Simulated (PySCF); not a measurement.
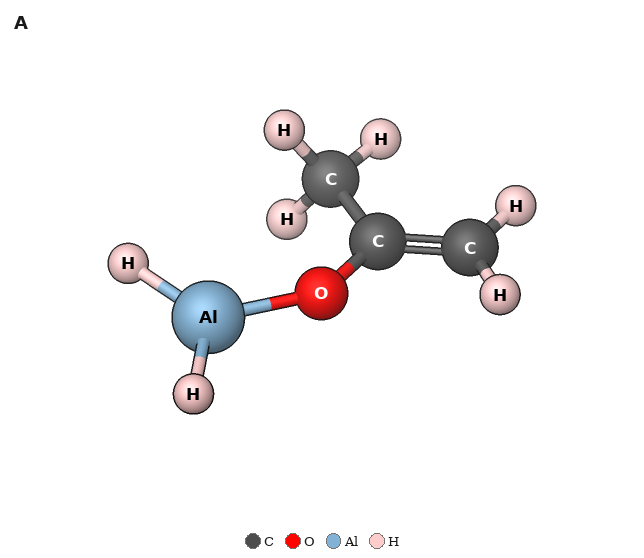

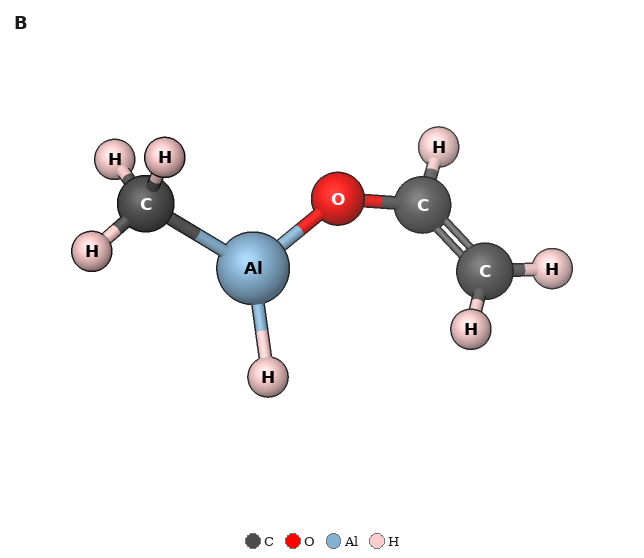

2 stationary structures of one formula. Geometries: PBE0-D3(BJ)/def2-SVP. Electronic energies: PBE0/IGLO-III (PySCF 2.14.0), without zero-point energy. No frequency run is at hand to confirm each as a minimum. Each is one conformer, not always the lowest.

Question: Which structure is the most stable?

Answer: B is lowest; A lies 0.319 eV above it. A is `C=C(C)[O][AlH2]`, B is `C=C[O][AlH][CH3]`.

Give E(B) − E(A) in eV at these levels too: PBE0-D3(BJ)/def2-SVP; PBE0/cc-pVDZ; PBE0/6-311+G(2d,p); PBE0/cc-pVTZ; PBE0/aug-cc-pVDZ; PBE0/IGLO-III; PBE0/def2-SVP; PBE0/def2-TZVP.

```
               level  E(B) − E(A) (eV)
PBE0-D3(BJ)/def2-SVP            −0.218
        PBE0/cc-pVDZ            −0.202
  PBE0/6-311+G(2d,p)            −0.289
        PBE0/cc-pVTZ            −0.302
    PBE0/aug-cc-pVDZ            −0.234
       PBE0/IGLO-III            −0.319
       PBE0/def2-SVP            −0.238
      PBE0/def2-TZVP            −0.292
```
